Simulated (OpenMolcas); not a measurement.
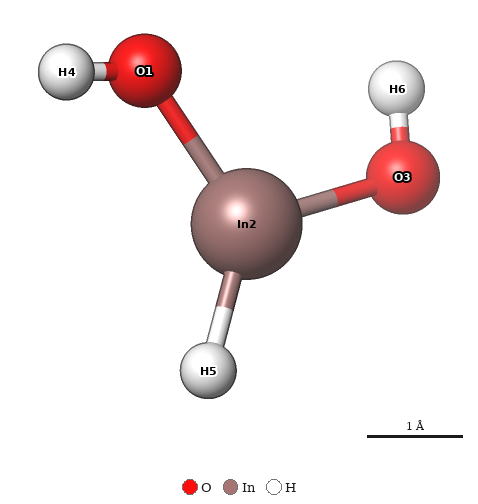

Fig. 1: The input geometry (ball-and-stick view, seen at a tilt; atoms are numbered from 1 in the order of the input). Sticks mark near contacts.

Single-point calculation of InH₃O₂

InH₃O₂, computed with HF/def2-TZVP, RHF (OpenMolcas 26.06).

The geometry comes from this level: GFN2-xTB.

### The input
```
>>> EXPORT MOLCAS_PRINT=2

&gateway
  coord
  coord.xyz
  basis
  def2-TZVP
  group
  NoSym
  ricd

&seward

&scf
  prorbitals
  0
```

### File coord.xyz
```
6

O     -0.979610    -1.048780     0.372930
In     0.012200     0.400960    -0.457670
O      1.589550     0.697500     0.613810
H     -1.757300    -1.403460    -0.050790
H     -0.403600     1.265440    -1.831880
H      1.538760     0.088340     1.353600
```

Command:
```bash
export MOLCAS_MEM=1860
pymolcas step1.inp > step1.log
```

### What the program printed
```
--- Start Module: gateway ---

                                              &GATEWAY

                       available to each process: 1.9 GB of memory, 1 thread

++    Symmetry information:
      ---------------------

                    Character Table for C1

                             E
                    a        1  x, y, xy, Rz, z, xz, Ry, yz, Rx, I
--

++    Basis set information:
      ----------------------

      Basis set label: O.DEF2-TZVP.........

      Electronic valence basis set:
      ------------------
      Associated Effective Charge   8.000000 au
      Associated Actual Charge      8.000000 au
      Nuclear Model: Point charge

      Shell  nPrim  nBasis  Cartesian Spherical Contaminant
         s      11       5        X
         p       6       3        X
         d       2       2                 X
         f       1       1                 X

      Basis set label: IN.DEF2-TZVP....ECP.....

      Electronic valence basis set:
      ------------------
      Associated Effective Charge  21.000000 au
      Associated Actual Charge     49.000000 au
      Nuclear Model: Point charge

      Shell  nPrim  nBasis  Cartesian Spherical Contaminant
         s      10       6        X
         p       9       5        X
         d       8       3                 X
         f       2       2                 X

      Pseudo Potential specification:
      =======================================

      Number of Core Electrons:  28

      Potential  nTerms
           H       2
         s-H       4
         p-H       6
         d-H       6

      Effective Core Potential specification:
      =======================================

      Basis set label: O.DEF2-TZVP.........

      Electronic valence basis set:
      ------------------
      Associated Effective Charge   8.000000 au
      Associated Actual Charge      8.000000 au
      Nuclear Model: Point charge

      Shell  nPrim  nBasis  Cartesian Spherical Contaminant
         s      11       5        X
         p       6       3        X
         d       2       2                 X
         f       1       1                 X

      Basis set label: H.DEF2-TZVP.........

      Electronic valence basis set:
      ------------------
      Associated Effective Charge   1.000000 au
      Associated Actual Charge      1.000000 au
      Nuclear Model: Point charge

      Shell  nPrim  nBasis  Cartesian Spherical Contaminant
         s       5       3        X
         p       1       1        X
--

++    Molecular structure info:
      -------------------------

                    ************************************************
                    **** Cartesian Coordinates / bohr, angstrom ****
                    ************************************************

     Center  Label                x              y              z                     x              y              z
        1      O1              -1.851195      -1.981907       0.704736             -0.979610      -1.048780       0.372930
        2      IN2              0.023055       0.757705      -0.864871              0.012200       0.400960      -0.457670
        3      O3               3.003814       1.318084       1.159933              1.589550       0.697500       0.613810
        4      H4              -3.320816      -2.652155      -0.095979             -1.757300      -1.403460      -0.050790
        5      H5              -0.762693       2.391335      -3.461751             -0.403600       1.265440      -1.831880
        6      H6               2.907835       0.166938       2.557933              1.538760       0.088340       1.353600

                    ***************************************
                    *    InterNuclear Distances / bohr    *
                    ***************************************

               1 O1            2 IN2           3 O3            4 H4            5 H5            6 H6
    1 O1       0.000000
    2 IN2      3.671777        0.000000
    3 O3       5.887975        3.646750        0.000000
    4 H4       1.802821        4.837335        7.572388        0.000000
    5 H5       6.137564        3.167008        6.057922        6.580973        0.000000
    6 H6       5.540780        4.515147        1.813492        7.333937        7.393059        0.000000

                    *******************************************
                    *    InterNuclear Distances / angstrom    *
                    *******************************************

               1 O1            2 IN2           3 O3            4 H4            5 H5            6 H6
    1 O1       0.000000
    2 IN2      1.943021        0.000000
    3 O3       3.115782        1.929777        0.000000
    4 H4       0.954012        2.559807        4.007135        0.000000
    5 H5       3.247859        1.675908        3.205714        3.482501        0.000000
    6 H6       2.932054        2.389313        0.959659        3.880952        3.912238        0.000000
--

            Nuclear Potential Energy            132.71233597 au

--- Stop Module: gateway /rc=_RC_ALL_IS_WELL_ ---

--- Start Module: seward ---

                                              &SEWARD

                       available to each process: 1.9 GB of memory, 1 thread

               SEWARD will generate:
                  Multipole Moment integrals up to order  2
                  Kinetic Energy integrals
                  Nuclear Attraction integrals (point charge)
                  One-Electron Hamiltonian integrals modified with ECP contributions
                  Velocity integrals
                  Pseudo Potential integrals
                  Orbital angular momentum around (  0.1327   0.5093  -0.4707 )
                  Velocity quadrupole around (  0.1327   0.5093  -0.4707 )
                  RI decomposed two-electron repulsion integrals stored Cholesky style
                   - acCD auxiliary basis
                   - CD Threshold:   1.00E-04

                   Integrals are discarded if absolute value <: 1.00E-14
                   Integral cutoff threshold is set to       <: 1.00E-16

            Nuclear Potential Energy            132.71233597 au

      Basis set specifications :
      Symmetry species         a
      Basis functions          130

--- Stop Module: seward /rc=_RC_ALL_IS_WELL_ ---
--- Module seward spent 2 seconds ---

--- Start Module: scf ---

                                                &SCF

                       available to each process: 1.9 GB of memory, 1 thread

++    Input section:
      --------------

      Header of the integral files:

      Cartesian coordinates in angstrom:
      -----------------------------------------------------
      No.  Label        X            Y            Z
      -----------------------------------------------------
       1   O1        -0.97961000  -1.04878000   0.37293000
       2   IN2        0.01220000   0.40096000  -0.45767000
       3   O3         1.58955000   0.69750000   0.61381000
       4   H4        -1.75730000  -1.40346000  -0.05079000
       5   H5        -0.40360000   1.26544000  -1.83188000
       6   H6         1.53876000   0.08834000   1.35360000
      -----------------------------------------------------
      Nuclear repulsion energy =  132.71233597
--

++    Orbital specifications:
      -----------------------

      Symmetry species               1
                                     a
      Frozen orbitals                0
      Occupied orbitals             20
      Secondary orbitals           110
      Deleted orbitals               0
      Total number of orbitals     130
      Number of basis functions    130
--

      Molecular charge                           0.000

++    Optimization specifications:
      ----------------------------

      SCF Algorithm: LK-RI/DF
      LK screening threshold:                     4.50E-02
      Local-Exchange (LK) algorithm.
       - the density matrix is decomposed
      The actual AO density is used
      Number of density matrices in core                 5
      Maximum number of NDDO SCF iterations            400
      Maximum number of HF SCF iterations              400
      Threshold for SCF energy change             1.00E-09
      Threshold for density matrix                1.00E-04
      Threshold for Fock matrix                   1.50E-04
      Threshold for linear dependence             1.00E-09
      Threshold at which DIIS is turned on        1.50E-01
      Maximum depth in the DIIS procedure                5
      Maximum depth in the BFGS Hessian update          30
      Threshold at which QNR/C2DIIS is turned on  7.50E-02
      Threshold for Norm(delta) (QNR/C2DIIS)      1.00E-03
      All orbitals punched on: SCFORB
--

      Input vectors read from INPORB
      Orbital file label: *Guess orbitals

++ Convergence information
                                   SCF        iterations: Energy and convergence statistics

Iter     Tot. SCF        One-elec.       Two-elec.     Energy      Max Dij or  Max Fij      DNorm      TNorm      AccCon     Time
         Energy          Energy          Energy        Change      Delta Norm                                                in Sec.
   1  -308.633158018  -774.238497497   332.893003504   0.00E+00    5.47E-01*   1.39E+01*    7.82E+01   2.02E+02   None         0.
   2  -340.628529772  -808.690867856   335.350002109  -3.20E+01*   1.30E-01*   3.90E-01*    2.25E+01   2.02E+02   EDIIS        0.
   3  -340.717821228  -810.304929989   336.874772787  -8.93E-02*   6.42E-02*   5.35E-02*    2.07E+01   2.03E+02   c2DIIS       0.
   4  -340.751344833  -808.534353491   335.070672683  -3.35E-02*   9.86E-02*   3.13E-02*    2.12E+01   2.02E+02   QNRc2DIIS    0.
   5  -340.758871694  -810.008131623   336.536923954  -7.53E-03*   3.98E-02*   2.40E-02*    2.10E+01   2.02E+02   QNRc2DIIS    0.
   6  -340.766063292  -809.376624762   335.898225495  -7.19E-03*   3.72E-03*   5.66E-04*    2.11E+01   2.02E+02   QNRc2DIIS    0.
   7  -340.766084598  -809.398677485   335.920256911  -2.13E-05*   1.09E-03*   3.22E-04*    2.11E+01   2.02E+02   QNRc2DIIS    0.
   8  -340.766086593  -809.384628435   335.906205867  -1.99E-06*   2.55E-04    8.99E-05     2.11E+01   2.02E+02   QNRc2DIIS    0.
   9  -340.766086767  -809.388415176   335.909992435  -1.74E-07*   9.05E-05    1.34E-05     2.11E+01   2.02E+02   QNRc2DIIS    0.
  10  -340.766086779  -809.388565767   335.910143013  -1.29E-08*   3.75E-05    9.40E-06     2.11E+01   2.02E+02   QNRc2DIIS    0.
  11  -340.766086781  -809.388323326   335.909900570  -1.85E-09*   8.33E-06    3.86E-06     2.11E+01   2.02E+02   QNRc2DIIS    0.
  12  -340.766086781  -809.388333799   335.909911042  -2.56E-10    3.35E-06    5.12E-07     2.11E+01   2.02E+02   QNRc2DIIS    0.

       Convergence after  12 Iterations
--

 *****************************************************************************************************************************
 *                                             SCF/KS-DFT Program, Final results                                             *
 *                                                       Final Results                                                       *
 *****************************************************************************************************************************

::    Total SCF energy                               -340.7660867815
      One-electron energy                            -809.3883337986
      Two-electron energy                             335.9099110423
      Nuclear repulsion energy                        132.7123359748
      Kinetic energy (interpolated)                   225.1384615517
      Virial theorem                                    1.5135845045
      Total spin, S(S+1)                                0.0000000000
      Total spin, S                                     0.0000000000
      Max non-diagonal density matrix element           0.0000029344
      Max non-diagonal Fock matrix element              0.0000002421

      No orbitals printed

++    Molecular charges:
      ------------------

      Mulliken charges per centre
      ---------------------------

                O1      IN2     O3      H4      H5      H6
      Total    8.8269 19.9531  8.8049  0.6720  1.0785  0.6647

      N-E     -0.8269  1.0469 -0.8049  0.3280 -0.0785  0.3353

      Total electronic charge=   40.000000

      Total            charge=   -0.000000
--

++    Molecular properties:
      ---------------------

      Charge (e):
                      =   -0.0000
      Dipole Moment (debye):
      Origin of the operator (angstrom)=    0.0702    0.2695   -0.2491
                   X= -1.9361E+00               Y= -1.8745E-01               Z= -1.7006E+00           Total=  2.5837E+00
      Quadrupole Moment (debye*angstrom):
      Origin of the operator (angstrom)=    0.0702    0.2695   -0.2491
                  XX= -3.6687E+01              XY= -2.9448E+00              XZ= -7.7112E-02              YY= -3.6152E+01
                  YZ=  2.7347E+00              ZZ= -3.4988E+01
      In traceless form (debye*angstrom)
                  XX= -1.1169E+00              XY= -4.4173E+00              XZ= -1.1567E-01              YY= -3.1418E-01
                  YZ=  4.1021E+00              ZZ=  1.4310E+00
--

--- Stop Module: scf /rc=_RC_ALL_IS_WELL_ ---
--- Module scf spent 4 seconds ---

.##################.
.# Happy landing! #.
.##################.

    Timing: Wall=8.00 User=7.49 System=0.50
```

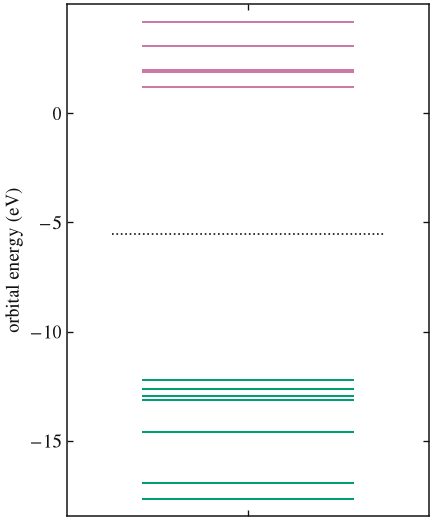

Fig. 2: Orbital energies near the frontier; the dotted line parts filled from empty levels, and levels within 0.02 eV of each other stand side by side. Highest filled −12.23 eV, lowest empty 1.19 eV, 13.42 eV apart.

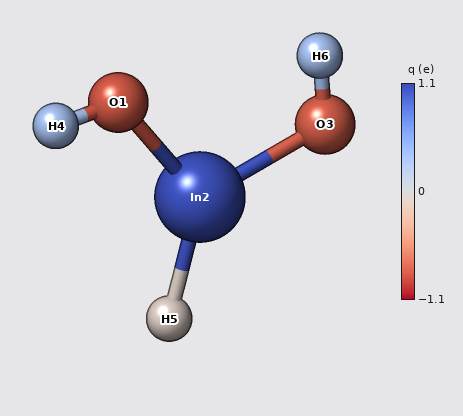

Fig. 3: Mulliken charges, as the colour of each atom (ball-and-stick view, seen at a tilt; atoms are numbered from 1 in the order of the input). By element: O −0.83 to −0.80, In +1.05 and H −0.08 to +0.34 e.

### Summary

- outcome: converged
- total energy: −340.766087 hartree
- basis functions: 130
- HOMO: −12.23 eV
- LUMO: 1.19 eV
- dipole moment: 2.58 debye
- hardware: 1 thread of Arm Neoverse V1, 24 GiB of memory available, shared host
- wall time: 8.4 s
- peak memory: 0.084 GiB
